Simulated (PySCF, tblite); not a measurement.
# C₃H₁₀N₂OSi₃: geometry, infrared bands and NMR shifts

Wanted: the infrared bands and NMR shifts of C₃H₁₀N₂OSi₃ (`C=N[SiH2]O[Si@H]1C=C[SiH2]N1`), by calculation.

Computed with tblite 0.8.0 and PySCF 2.14.0, with density-fitted response routines of our own, on a single molecule in the gas phase. Atoms count from 0, in the outputs and in this text.

## 1. The molecule as given

19 atoms, charge 0, multiplicity 1; geometry from: force field or distance geometry start.

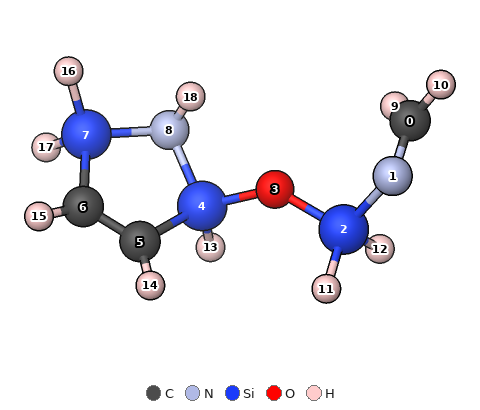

As it starts; carbon dark grey, nitrogen light blue, silicon blue, oxygen red, hydrogen pink, atoms numbered.

## 2. Geometry optimisation with GFN2-xTB

The job: settings as JSON, then the geometry in Å.

```
{"job": {"kind": "relax", "xc": "GFN2-xTB", "basis": "xTB"}, "charge": 0, "multiplicity": 1}
C      3.605600    -1.355200    -0.518100
N      2.895600    -1.240400    -1.603800
Si     1.874200     0.139100    -1.694100
O      0.834000     0.082200    -0.419600
Si    -0.504200     0.878200     0.107500
C     -2.080100     0.316900    -0.682500
C     -2.992500    -0.035400     0.226100
Si    -2.365200     0.162500     1.962100
N     -0.681100     0.429700     1.748200
H      3.578100    -0.640200     0.333000
H      4.268600    -2.218700    -0.402400
H      1.102000     0.098600    -2.964800
H      2.696000     1.361800    -1.600400
H     -0.322600     2.341900     0.011600
H     -2.204000     0.301000    -1.750300
H     -3.992300    -0.399800     0.036100
H     -2.522100    -1.080500     2.746800
H     -2.970300     1.332800     2.615800
H     -0.229600    -0.465200     1.841100
```

The run is started by

```console
> OMP_NUM_THREADS=1 python probes_run.py task.json out
```

One launch serves the whole session: the jobs run in the order shown.

Log:

```text
step      E/eV     max force
  0    -726.16903    3.548
  1    -726.31770    3.133
  2    -726.40190    0.570
  3    -726.43252    0.473
  4    -726.48554    0.531
  5    -726.51472    0.520
  6    -726.55689    0.493
  7    -726.58240    0.338
  8    -726.59853    0.327
  9    -726.61202    0.269
 10    -726.62718    0.422
 11    -726.64398    0.443
 12    -726.66212    0.373
 13    -726.67963    0.387
 14    -726.69021    0.440
 15    -726.69995    0.250
 16    -726.71082    0.212
 17    -726.72406    0.253
 18    -726.73327    0.239
 19    -726.74036    0.232
 20    -726.74647    0.213
 21    -726.74895    0.705
 22    -726.75606    0.260
 23    -726.76056    0.116
 24    -726.76453    0.098
 25    -726.76686    0.139
 26    -726.76882    0.089
 27    -726.77034    0.085
 28    -726.77134    0.074
 29    -726.77244    0.129
 30    -726.77375    0.122
 31    -726.77568    0.184
 32    -726.77844    0.158
 33    -726.78186    0.161
 34    -726.78489    0.134
 35    -726.78676    0.103
 36    -726.78806    0.121
 37    -726.79017    0.126
 38    -726.79260    0.117
 39    -726.79461    0.110
 40    -726.79591    0.094
 41    -726.79704    0.078
 42    -726.79823    0.093
 43    -726.79942    0.088
 44    -726.80030    0.068
 45    -726.80093    0.089
 46    -726.80160    0.095
 47    -726.80274    0.102
 48    -726.80417    0.111
 49    -726.80549    0.094
 50    -726.80641    0.056
 51    -726.80709    0.063
 52    -726.80766    0.063
 53    -726.80825    0.050
 54    -726.80881    0.048
 55    -726.80938    0.058
 56    -726.81001    0.076
 57    -726.81064    0.067
 58    -726.81118    0.062
 59    -726.81169    0.073
 60    -726.81225    0.070
 61    -726.81290    0.074
 62    -726.81364    0.066
 63    -726.81440    0.086
 64    -726.81509    0.103
 65    -726.81570    0.081
 66    -726.81621    0.049
 67    -726.81660    0.057
 68    -726.81693    0.049
 69    -726.81739    0.086
 70    -726.81797    0.085
 71    -726.81876    0.087
 72    -726.81973    0.100
 73    -726.82124    0.113
 74    -726.82348    0.116
 75    -726.82676    0.151
 76    -726.83028    0.209
 77    -726.83848    0.315
 78    -726.84501    0.446
 79    -726.85401    0.526
 80    -726.86019    0.382
 81    -726.86876    0.192
 82    -726.87460    0.142
 83    -726.87899    0.152
 84    -726.88196    0.197
 85    -726.88422    0.107
 86    -726.88607    0.083
 87    -726.88717    0.072
 88    -726.88788    0.089
 89    -726.88876    0.065
 90    -726.88988    0.069
 91    -726.89085    0.074
 92    -726.89165    0.064
 93    -726.89222    0.051
 94    -726.89268    0.051
 95    -726.89312    0.054
 96    -726.89346    0.042
 97    -726.89374    0.038
 98    -726.89405    0.044
 99    -726.89447    0.053
100    -726.89494    0.049
101    -726.89534    0.043
102    -726.89562    0.033
103    -726.89586    0.035
104    -726.89614    0.038
105    -726.89654    0.041
106    -726.89706    0.053
107    -726.89760    0.053
108    -726.89805    0.042
109    -726.89843    0.037
110    -726.89881    0.042
111    -726.89920    0.051
112    -726.89957    0.048
113    -726.89990    0.050
114    -726.90022    0.045
115    -726.90055    0.035
116    -726.90087    0.036
117    -726.90111    0.032
118    -726.90133    0.038
119    -726.90160    0.042
120    -726.90193    0.045
121    -726.90227    0.045
122    -726.90255    0.036
123    -726.90277    0.039
124    -726.90294    0.027
125    -726.90307    0.033
126    -726.90320    0.026
127    -726.90335    0.038
128    -726.90353    0.039
129    -726.90372    0.034
130    -726.90392    0.034
131    -726.90413    0.025
132    -726.90435    0.031
133    -726.90458    0.042
134    -726.90480    0.041
135    -726.90505    0.038
136    -726.90540    0.045
137    -726.90605    0.075
138    -726.90728    0.178
139    -726.90952    0.204
140    -726.91196    0.388
141    -726.91524    0.152
142    -726.91861    0.222
143    -726.92163    0.260
144    -726.92537    0.202
145    -726.92861    0.330
146    -726.93365    0.241
147    -726.93827    0.165
148    -726.94209    0.354
149    -726.94542    0.168
150    -726.94763    0.125
151    -726.94987    0.096
152    -726.95194    0.105
153    -726.95406    0.122
154    -726.95617    0.107
155    -726.95765    0.067
156    -726.95886    0.061
157    -726.95969    0.070
158    -726.96057    0.072
159    -726.96163    0.093
160    -726.96291    0.068
161    -726.96391    0.074
162    -726.96444    0.050
163    -726.96474    0.033
164    -726.96494    0.030
165    -726.96511    0.042
166    -726.96532    0.053
167    -726.96563    0.038
168    -726.96590    0.041
169    -726.96614    0.032
170    -726.96635    0.030
171    -726.96652    0.023
172    -726.96661    0.017
173    -726.96666    0.013
174    -726.96669    0.014
175    -726.96674    0.012
176    -726.96681    0.016
177    -726.96686    0.015
178    -726.96691    0.012
179    -726.96694    0.012
180    -726.96698    0.013
181    -726.96703    0.016
182    -726.96709    0.022
183    -726.96717    0.024
184    -726.96729    0.023
185    -726.96750    0.026
186    -726.96785    0.031
187    -726.96835    0.046
188    -726.96898    0.058
189    -726.96973    0.060
190    -726.97057    0.053
191    -726.97136    0.055
192    -726.97178    0.094
193    -726.97250    0.055
194    -726.97298    0.078
195    -726.97340    0.039
196    -726.97369    0.038
197    -726.97399    0.053
198    -726.97420    0.049
199    -726.97454    0.045
200    -726.97505    0.080
201    -726.97529    0.064
202    -726.97549    0.032
203    -726.97565    0.034
204    -726.97579    0.040
205    -726.97592    0.030
206    -726.97601    0.020
207    -726.97610    0.026
208    -726.97619    0.034
209    -726.97629    0.035
210    -726.97641    0.037
211    -726.97655    0.032
212    -726.97671    0.030
213    -726.97686    0.028
214    -726.97702    0.031
215    -726.97716    0.034
216    -726.97728    0.028
217    -726.97738    0.026
218    -726.97745    0.023
219    -726.97754    0.033
220    -726.97766    0.041
221    -726.97784    0.044
222    -726.97803    0.038
223    -726.97824    0.036
224    -726.97847    0.040
225    -726.97874    0.036
226    -726.97907    0.042
227    -726.97944    0.039
228    -726.97981    0.047
229    -726.98019    0.042
230    -726.98057    0.088
231    -726.98113    0.066
232    -726.98185    0.065
233    -726.98252    0.083
234    -726.98311    0.074
235    -726.98384    0.069
236    -726.98474    0.072
237    -726.98359    0.112
238    -726.98543    0.047
239    -726.98582    0.058
240    -726.98658    0.081
241    -726.98808    0.118
242    -726.98967    0.098
243    -726.98699    0.595
244    -726.99181    0.127
245    -726.99213    0.274
246    -726.99508    0.068
247    -726.99610    0.250
248    -726.99850    0.276
249    -726.99996    0.197
250    -727.00137    0.196
251    -727.00210    0.120
252    -727.00329    0.077
253    -727.00438    0.089
254    -727.00605    0.098
255    -727.00786    0.117
256    -727.00859    0.138
257    -727.00901    0.099
258    -727.01005    0.072
259    -727.01115    0.093
260    -727.01232    0.244
261    -727.01320    0.093
262    -727.01393    0.088
263    -727.01452    0.107
264    -727.01496    0.048
265    -727.01551    0.038
266    -727.01588    0.062
267    -727.01622    0.070
268    -727.01648    0.048
269    -727.01672    0.072
270    -727.01699    0.065
271    -727.01724    0.059
272    -727.01760    0.048
273    -727.01798    0.049
274    -727.01857    0.061
275    -727.01920    0.044
276    -727.01976    0.042
277    -727.02011    0.046
278    -727.02019    0.042
279    -727.02055    0.041
280    -727.02072    0.048
281    -727.02095    0.042
282    -727.02115    0.037
283    -727.02134    0.032
284    -727.02150    0.026
285    -727.02162    0.025
286    -727.02173    0.026
287    -727.02183    0.022
288    -727.02190    0.015
289    -727.02194    0.019
290    -727.02198    0.020
291    -727.02201    0.018
292    -727.02204    0.015
293    -727.02207    0.010
294    -727.02209    0.008
```

Wall time 5.7 s (1 thread of Arm Neoverse N1, shared host).

Step by step: (not every step is listed)

| step | energy from step 0 (eV) | largest force (eV/Å) |
| --- | --- | --- |
| 0 | 0.0000 | 3.5481 |
| 1 | -0.1487 | 3.1334 |
| 2 | -0.2329 | 0.5702 |
| 3 | -0.2635 | 0.4726 |
| 4 | -0.3165 | 0.5311 |
| 5 | -0.3457 | 0.5197 |
| 6 | -0.3879 | 0.4929 |
| 7 | -0.4134 | 0.3376 |
| 8 | -0.4295 | 0.3268 |
| 36 | -0.6190 | 0.1209 |
| 64 | -0.6461 | 0.1031 |
| 92 | -0.7226 | 0.0637 |
| 120 | -0.7329 | 0.0446 |
| 148 | -0.7731 | 0.3535 |
| 176 | -0.7978 | 0.0159 |
| 204 | -0.8068 | 0.0399 |
| 232 | -0.8128 | 0.0650 |
| 260 | -0.8433 | 0.2444 |
| 288 | -0.8529 | 0.0146 |
| 289 | -0.8529 | 0.0190 |
| 290 | -0.8529 | 0.0195 |
| 291 | -0.8530 | 0.0181 |
| 292 | -0.8530 | 0.0153 |
| 293 | -0.8530 | 0.0099 |
| 294 | -0.8531 | 0.0081 |

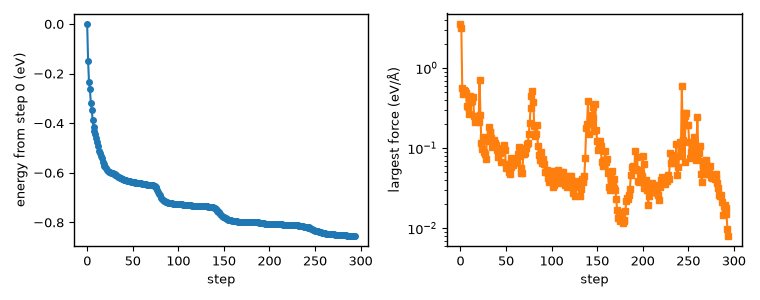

Energy and largest force along the relaxation.

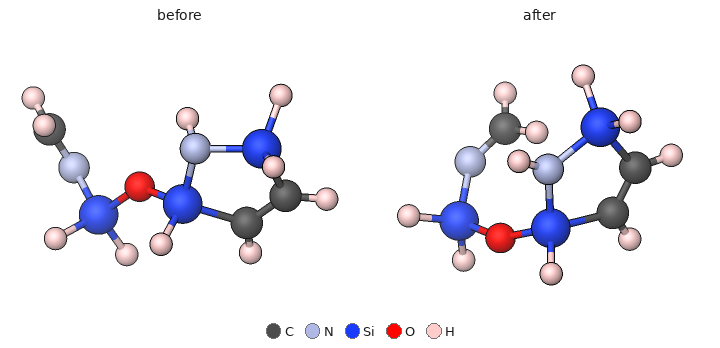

Before and after, at one scale.

Distances of close pairs at the start and the end, largest changes first:

| bond | before (Å) | after (Å) | change (Å) |
| --- | --- | --- | --- |
| C0–N1 | 1.302 | 1.248 | -0.055 |
| Si4–C5 | 1.850 | 1.883 | +0.033 |
| Si2–H11 | 1.487 | 1.457 | -0.031 |
| C6–Si7 | 1.856 | 1.883 | +0.026 |
| O3–Si4 | 1.644 | 1.620 | -0.024 |
| Si4–N8 | 1.710 | 1.733 | +0.023 |
| Si2–O3 | 1.646 | 1.626 | -0.020 |
| Si2–H12 | 1.476 | 1.457 | -0.019 |

The final coordinates are the input of the step that follows.

## 3. Vibrational analysis with GFN2-xTB

The job: settings as JSON, then the geometry in Å.

```
{"job": {"kind": "ir", "xc": "GFN2-xTB", "basis": "xTB"}, "charge": 0, "multiplicity": 1}
C      1.567872    -1.830271    -0.427714
N      2.291354    -1.138980    -1.172793
Si     2.138599     0.500043    -1.694065
O      0.839077     1.313536    -1.151089
Si    -0.511638     1.453495    -0.267305
C     -1.819335     0.144134    -0.614248
C     -2.195308    -0.589232     0.431781
Si    -1.328598    -0.191010     2.055081
N     -0.282059     1.019277     1.395055
H      0.649370    -1.470848     0.050312
H      1.846327    -2.861910    -0.221234
H      1.995000     0.441166    -3.142330
H      3.307244     1.191866    -1.167197
H     -0.896109     2.848136    -0.465229
H     -2.255338    -0.005512    -1.594438
H     -2.945119    -1.365546     0.340139
H     -0.559023    -1.317954     2.601525
H     -2.235120     0.365420     3.065793
H      0.383001     1.503439     1.970495
```

Log:

```text
mode    cm-1     km/mol
  1      27.0      0.02
  2      40.1      0.05
  3      56.7      0.10
  4      87.4      1.04
  5     129.8      4.59
  6     148.2      8.06
  7     164.1     12.99
  8     230.0     19.87
  9     304.8     15.39
 10     351.1     48.07
 11     365.3     31.08
 12     373.6     19.58
 13     379.8     29.51
 14     465.7     18.21
 15     483.3      8.47
 16     535.9     42.60
 17     552.9     11.08
 18     572.0     38.95
 19     599.1    113.44
 20     614.1     33.09
 21     630.5     84.63
 22     674.7     51.01
 23     697.4    141.75
 24     709.6    162.08
 25     749.3    452.90
 26     760.6     48.34
 27     767.2      4.22
 28     800.9    334.77
 29     815.2    299.87
 30     826.9    217.54
 31     916.5    141.23
 32     947.3      0.15
 33    1008.7      8.05
 34    1067.5    670.59
 35    1114.5      3.85
 36    1134.5    209.19
 37    1148.8     36.29
 38    1303.6     11.05
 39    1447.6      0.40
 40    1611.7      8.31
 41    1761.5    103.78
 42    2182.5    450.47
 43    2216.8    307.15
 44    2274.3    351.94
 45    2297.3    370.17
 46    2309.0    158.20
 47    2862.1     78.02
 48    2960.7     51.92
 49    3012.3     54.62
 50    3031.6     97.29
 51    3516.6      1.46
```

Run time: 1.9 s. Hardware: 1 thread of Arm Neoverse N1, shared host.

The strongest bands and the atoms that carry them (share of the mass-weighted mode):

| cm⁻¹ | km/mol | atoms |
| --- | --- | --- |
| 749 | 452.9 | H12 21 %, H11 21 %, Si4 10 %, H13 10 % |
| 801 | 334.8 | H16 34 %, H17 32 % |
| 815 | 299.9 | Si2 32 %, N1 14 %, Si4 11 % |
| 1068 | 670.6 | O3 76 %, Si4 12 % |
| 2182 | 450.5 | H16 82 %, H17 14 % |
| 2217 | 307.1 | H17 83 %, H16 15 % |
| 2274 | 351.9 | H13 96 % |
| 2297 | 370.2 | H12 58 %, H11 38 % |

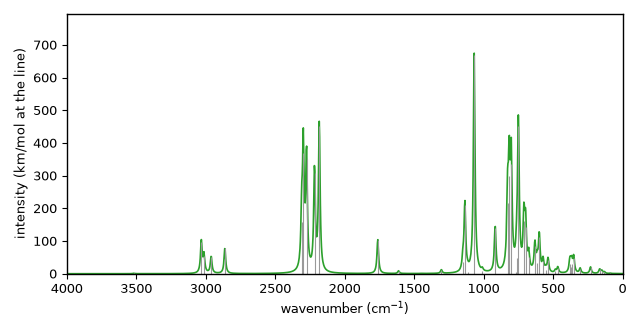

The infrared spectrum from these modes, unscaled. Lines are broadened to a width of 14 cm⁻¹ (Lorentzian).

## 4. Shielding tensors: PBE0/pcSseg-1

Settings changed since step 3:

```diff
@@ -1,2 +1,2 @@
-{"job": {"kind": "ir", "xc": "GFN2-xTB", "basis": "xTB"}, "charge": 0, "multiplicity": 1}
+{"job": {"kind": "nmr", "xc": "PBE0", "basis": "pcSseg-1"}, "charge": 0, "multiplicity": 1}
 C      1.567872    -1.830271    -0.427714
```

With the program's defaults for keys left out, this is: GIAO PBE0/pcSseg-1 NMR shielding, non-relativistic, gas phase.

Log:

```text
coarse grid: 17544 points
cycle   1  E = -1172.6515476272  dE =  1.199e+00  |g| = 9.266e-01  |ddm| = 4.182e+00
cycle   2  E = -1172.4185873077  dE =  2.330e-01  |g| = 1.419e+00  |ddm| = 1.834e+00
cycle   3  E = -1172.8129795300  dE = -3.944e-01  |g| = 1.346e-01  |ddm| = 1.273e+00
cycle   4  E = -1172.8163839713  dE = -3.404e-03  |g| = 5.878e-02  |ddm| = 1.588e-01
cycle   5  E = -1172.8171416869  dE = -7.577e-04  |g| = 1.824e-02  |ddm| = 5.867e-02
cycle   6  E = -1172.8172098671  dE = -6.818e-05  |g| = 5.036e-03  |ddm| = 1.770e-02
cycle   7  E = -1172.8172150721  dE = -5.205e-06  |g| = 1.442e-03  |ddm| = 4.806e-03
final grid: 156320 points
cycle   8  E = -1172.8745551665  dE = -1.515e-05  |g| = 1.251e-02  |ddm| = 2.518e-02
cycle   9  E = -1172.8745063124  dE =  4.885e-05  |g| = 2.018e-02  |ddm| = 2.402e-02
cycle  10  E = -1172.8745863304  dE = -8.002e-05  |g| = 1.712e-03  |ddm| = 1.511e-02
cycle  11  E = -1172.8745869583  dE = -6.278e-07  |g| = 4.174e-04  |ddm| = 1.415e-03
cycle  12  E = -1172.8745869917  dE = -3.337e-08  |g| = 1.710e-04  |ddm| = 4.415e-04
cycle  13  E = -1172.8745869978  dE = -6.115e-09  |g| = 3.615e-05  |ddm| = 1.489e-04
cycle  14  E = -1172.8745869980  dE = -2.456e-10  |g| = 8.577e-06  |ddm| = 3.375e-05
converged SCF energy = -1172.8745869980

GIAO shielding tensors (ppm)
atom      isotropic    diamagn.    paramagn.     s11        s22        s33       span
  0 C       12.675     258.252    -245.577    -80.956    -12.235    131.217    212.174
  1 N     -157.815     331.837    -489.652   -527.093   -181.080    234.729    761.821
  2 Si     392.561     882.426    -489.865    365.129    385.216    427.338     62.209
  3 O      243.743     403.366    -159.623    218.857    240.204    272.167     53.311
  4 Si     378.672     882.327    -503.655    348.120    381.977    405.918     57.798
  5 C       26.300     264.035    -237.735    -92.298     -1.887    173.086    265.383
  6 C       30.449     261.815    -231.367    -89.182      7.669    172.858    262.040
  7 Si     386.304     881.847    -495.544    350.665    363.746    444.500     93.836
  8 N      239.612     328.778     -89.165    199.506    245.408    273.924     74.418
  9 H       23.199      38.290     -15.091     20.315     23.412     25.872      5.557
 10 H       23.133      29.130      -5.996     21.506     23.257     24.636      3.130
 11 H       26.384      29.458      -3.073     22.785     24.643     31.725      8.939
 12 H       26.366      29.607      -3.241     22.854     24.691     31.552      8.698
 13 H       26.357      28.838      -2.481     22.174     24.697     32.199     10.025
 14 H       24.256      32.612      -8.356     21.777     24.857     26.134      4.358
 15 H       24.250      31.236      -6.986     22.462     24.530     25.758      3.296
 16 H       26.431      30.637      -4.206     22.785     24.422     32.088      9.303
 17 H       26.566      28.451      -1.885     22.723     24.365     32.609      9.886
 18 H       31.278      33.695      -2.417     23.526     27.717     42.591     19.065
```

Run time: 94 s. Hardware: 1 thread of Arm Neoverse N1, shared host; peak memory 0.97 GiB.

Shifts follow as δ = σ(reference) − σ, with reference shieldings (ppm) from runs at the same level and on the same kind of geometry: 1H TMS 31.72, 13C TMS 186.9, 29Si TMS 349.2, 15N NH3 267.7, 17O H2O 336.1. The references are single molecules in the gas phase, so shifts against H2O, NH3, PH3, H3PO4 or CFCl3 are not on the usual liquid scales and can be off by tens of ppm.

| atoms | environment | σ (ppm) | δ (ppm) | δ scaled to CDCl3 |
| --- | --- | --- | --- | --- |
| C0 | C=N carbon | 12.7 | 174.2 | 168.2 |
| C5 | alkene CH | 26.3 | 160.6 | 154.9 |
| C6 | alkene CH | 30.4 | 156.5 | 150.8 |
| H10 | hydrogen on a C=N carbon | 23.13 | 8.58 | 8.20 |
| H9 | hydrogen on a C=N carbon | 23.20 | 8.52 | 8.14 |
| H15 | hydrogen on an alkene CH | 24.25 | 7.47 | 7.14 |
| H14 | hydrogen on an alkene CH | 24.26 | 7.46 | 7.14 |
| H13 | hydrogen on a silicon bonded to C, N, O, in a 5-membered ring | 26.36 | 5.36 | – |
| H12 | hydrogen on a silicon bonded to N, O | 26.37 | 5.35 | – |
| H11 | hydrogen on a silicon bonded to N, O | 26.38 | 5.33 | – |
| H16 | hydrogen on a silicon bonded to C, N, in a 5-membered ring | 26.43 | 5.29 | – |
| H17 | hydrogen on a silicon bonded to C, N, in a 5-membered ring | 26.57 | 5.15 | – |
| H18 | hydrogen on a nitrogen bonded to 2 Si, in a 5-membered ring | 31.28 | 0.44 | – |
| N1 | imine nitrogen | -157.8 | 425.5 | – |
| N8 | nitrogen bonded to 2 Si, H, in a 5-membered ring | 239.6 | 28.1 | – |
| Si4 | silicon bonded to C, N, O, H, in a 5-membered ring | 378.7 | -29.5 | – |
| Si7 | silicon bonded to C, N, 2 H, in a 5-membered ring | 386.3 | -37.1 | – |
| Si2 | silicon bonded to N, O, 2 H | 392.6 | -43.4 | – |
| O3 | oxygen bonded to 2 Si | 243.7 | 92.3 | – |

The scaled column applies a straight-line fit of computed shieldings to shifts measured in CDCl3 (root-mean-square error 0.16 ppm for H, 1.9 ppm for C).

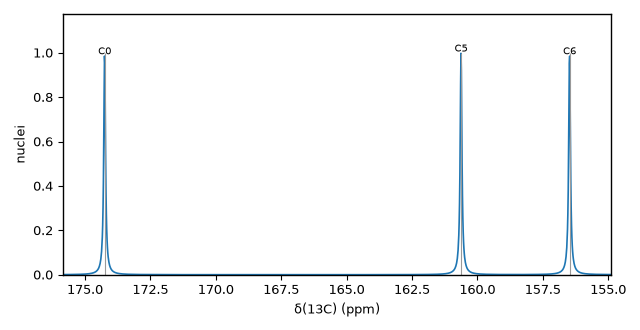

13C lines at the computed shifts, without couplings. Lines are broadened to a width of 0.08 ppm (Lorentzian).

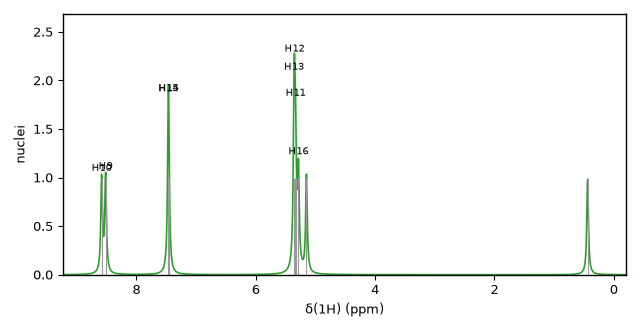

1H lines at the computed shifts, without couplings. Lines are broadened to a width of 0.03 ppm (Lorentzian).

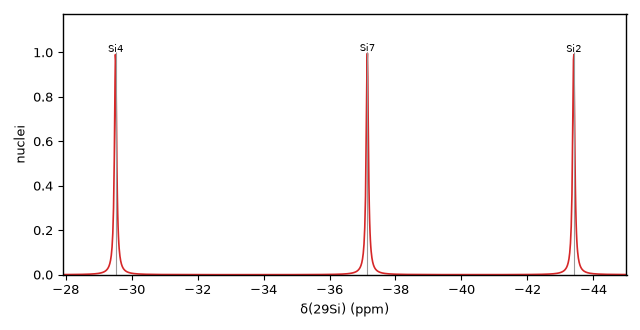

29Si lines at the computed shifts, without couplings. Lines are broadened to a width of 0.08 ppm (Lorentzian).

The run also stored atomic charges by several schemes (e):

| atoms | Mulliken | IAO | Hirshfeld | ESP fit |
| --- | --- | --- | --- | --- |
| C0 | 0.03 | -0.06 | 0.03 | 0.44 |
| N1 | -0.56 | -0.53 | -0.24 | -0.65 |
| Si2 | 0.92 | 1.10 | 0.42 | 0.68 |
| O3 | -0.73 | -0.88 | -0.31 | -0.47 |
| Si4 | 1.14 | 1.21 | 0.44 | 0.77 |
| C5 | -0.43 | -0.43 | -0.13 | -0.28 |
| C6 | -0.40 | -0.40 | -0.13 | -0.34 |
| Si7 | 0.78 | 0.88 | 0.37 | 0.62 |
| N8 | -0.86 | -0.95 | -0.33 | -0.84 |

Hirshfeld charges:

C0 0.03; N1 -0.24; Si2 0.42; O3 -0.31; Si4 0.44; C5 -0.13; C6 -0.13; Si7 0.37; N8 -0.33; H9 0.03; H10 0.05; H11 -0.08; H12 -0.08; H13 -0.08; H14 0.04; H15 0.04; H16 -0.08; H17 -0.08; H18 0.12

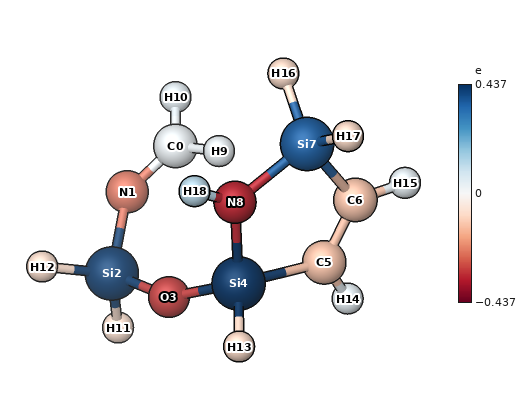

Hirshfeld charges, as colours on the atoms.

Mayer bond orders: C0–N1 1.96, N1–Si2 1.00, Si2–O3 0.92, O3–Si4 0.95, Si4–C5 0.85, C5–C6 1.92, C6–Si7 0.89, Si7–N8 0.96, N8–Si4 0.94.

Ring of atoms Si4, C5, C6, Si7, N8: NICS(0) -3.6, NICS(1) -3.2, NICS(1)zz -2.8 ppm (means of both faces).

## 5. Results

| quantity | value |
| --- | --- |
| strongest single infrared mode (GFN2-xTB) | 1068 cm⁻¹, 671 km/mol |
| zero-point energy (GFN2-xTB) | 77.3 kcal/mol |
| 13C shifts against TMS (PBE0/pcSseg-1) | 174.2, 160.6, 156.5 ppm |
| 1H shifts against TMS (PBE0/pcSseg-1) | 8.58, 8.52, 7.47, 7.46, 5.36, 5.35, 5.33, 5.29, 5.15, 0.44 ppm |
| 15N shifts against NH3 (PBE0/pcSseg-1) | 425.5, 28.1 ppm |
| 29Si shifts against TMS (PBE0/pcSseg-1) | -29.5, -37.1, -43.4 ppm |
| 17O shifts against H2O (PBE0/pcSseg-1) | 92.3 ppm |

What this shows: Relaxing lowered the energy by 0.853 eV in 294 steps; the close pair that moved most is C0–N1, from 1.302 to 1.248 Å. All 51 modes are real, so the xTB geometry is a minimum. The strongest single mode, at 1068 cm⁻¹, moves mainly O3. Unscaled tight-binding wavenumbers are off by several per cent, some by more. Its intensities can rank the bands wrongly. At PBE0/pcSseg-1: Shielding is most anisotropic at N1 (span 762 ppm, paramagnetic term -490 ppm).
